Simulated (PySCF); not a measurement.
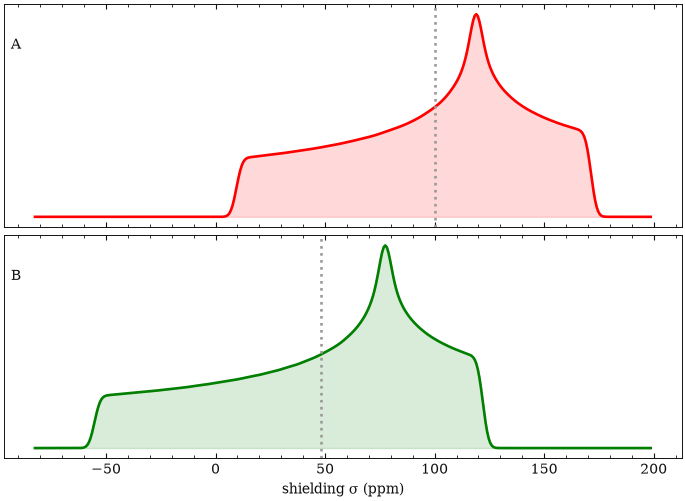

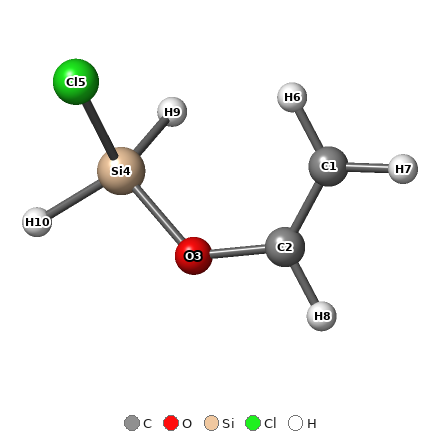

Static powder patterns (¹³C) from GIAO shielding tensors of C₂H₅ClOSi, SMILES C=CO[SiH2]Cl, PBE0/def2-SVP, PySCF 2.14.0, at a PBE0-D3(BJ)/def2-SVP geometry (no frequency check); absolute shielding, one fixed geometry of the isolated molecule without any motion, no dipolar terms. The dotted line is the isotropic value; skew is 3(σiso − σ22)/span.

### The panels belong to C1 and C2. Which is which?

panel A: C1, σ11, σ22, σ33 = 10, 119, 171 ppm, isotropic 100, span 162 ppm, skew −0.35; panel B: C2, σ11, σ22, σ33 = −55, 77, 122 ppm, isotropic 48, span 177 ppm, skew −0.50.

Caveats: one conformer of a flexible molecule.
